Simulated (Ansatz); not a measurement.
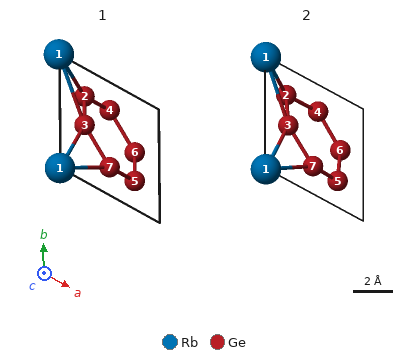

Two geometries of crystalline RbGe$_{6}$ (a generated structure, set up in P1) (coarse preliminary run), drawn at one scale. One is the start of a relaxation, the other its converged end. A ball-and-stick model of the cell of the calculation, reduced to other axes, seen along the c axis. Lengths and directions refer to the drawn axes.

All numbers below come from Ansatz, DFT PBE, scalar-relativistic, plane waves, PAW. (plane-wave cutoff 420 eV; k-point mesh 4 × 4 × 4; occupations gaussian; smearing width 0.2 eV; no spin polarisation; cell and atoms relaxed; force threshold 0.025 eV/Å; at most 60 steps)

Q: Which one is relaxed?

A: Structure 1 is the relaxed one. The largest move relative to the cell is that of Ge4, 0.25 Å roughly along [−3 −1 −3]. By element the largest moves are Ge 0.25 Å, Rb 0.17 Å. The volume changes by +2.4 %, with a 6.114 → 6.229 Å (+1.9 %), b 6.162 → 6.248 Å (+1.4 %), c 6.175 → 6.228 Å (+0.9 %), β 108.7° → 109.3°, γ 108.6° → 109.5°. Some distances before and after: Rb1–Ge4 3.735 → 4.032 Å, Rb1–Ge2 3.741 → 4.015 Å, Rb1–Ge6 3.758 → 4.031 Å, Ge6–Ge7 2.816 → 2.548 Å. Within 0.06 Å the space group is P1 at the start and Im-3m at the end; at a tighter tolerance small leftover displacements or strains of the cell lower it. Over 4 accepted moves (5 points after the start) the energy falls by 0.952 eV per cell of the calculation. Largest force component: 2.1 eV/Å at the start, 0.0016 eV/Å at the end. Pressure: 3.11 GPa at the start and 0.00 GPa at the end. The SCF was repeated once at an unchanged geometry on a basis and grid sized afresh for the cell, which shifted the energy by 0.6 meV per cell of the calculation at most. Cost: 55 s on 4 threads of Arm Neoverse V2, with other jobs on the host, peak memory 0.71 GiB.
